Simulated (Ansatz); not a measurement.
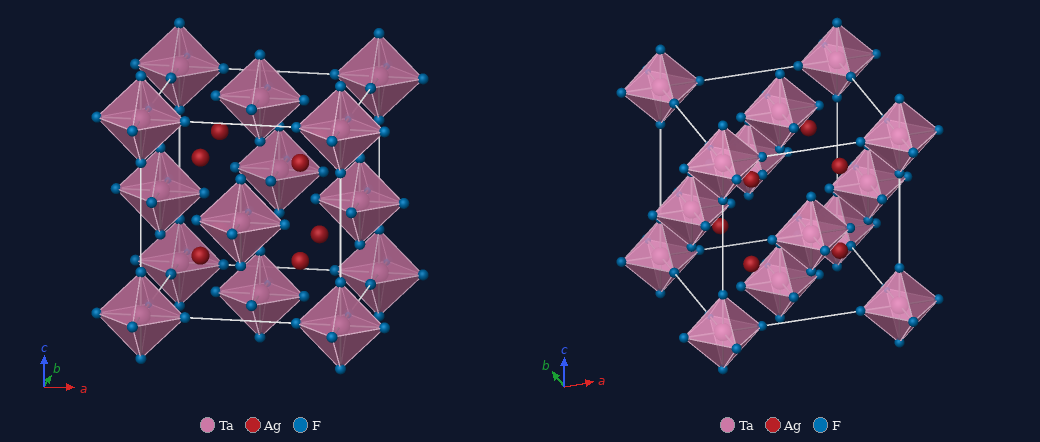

Polyhedra are drawn about Ta (bonds: F–Ta below 2.2 Å); other atoms are plain spheres. Two views of the same piece.

The compound is TaAg2F6 (space group Fm-3m, No. 225), taken as coordinates from a relaxation with DFT PBE, scalar-relativistic, plane waves, PAW in Ansatz; the starting structure was generated, so it need not be a known form of this composition.

Sharing among the drawn polyhedra:

```tsv
site	polyhedron	corner-sharing neighbours	edge-sharing	face-sharing	bond (Å)
Ta	TaF6 octahedron	0	0	0	1.93
```

The octahedra are isolated from each other.
